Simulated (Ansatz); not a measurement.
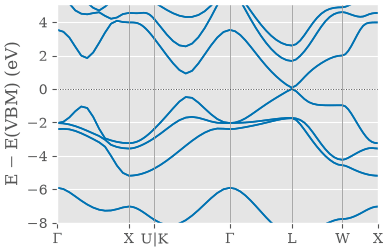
*Band structure from the program Ansatz at the PBE+D3(BJ) with spin–orbit coupling level (PAW)*

### Question
Read off the gap and where the band edges lie.

### Answer
About 0.1 eV (0.08 eV by a search for the band edges); maximum at L, minimum at L.

The material is PbS (rock salt, Fm-3m).

The PBE+D3(BJ) relaxation kept the symmetry of its start.

Potentials: the earlier of the program's two PAW sets.
